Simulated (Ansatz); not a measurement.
The starting structures come from a database of crystals and need not be the phases stable at ambient conditions.

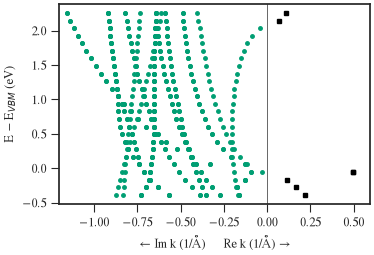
Figure. Complex bands at the centre of the two-dimensional zone; Ansatz (a first-principles code) with r2SCAN

No gap correction and no spin-orbit coupling; mid-gap values are interpolated between computed energies.

Q: This is In2Ge2O7 (Fd-3m, not sure to be the ambient phase, 22 atoms a cell, 10.5 Å³ an atom) along the normal of (001). Read off the slowest decay at the centre of the two-dimensional zone at 1.04 eV, the computed energy nearest the middle of the gap.

A: κ ≈ 0.19 1/Å, a decay length 1/(2κ) of the density of 2.6 Å.
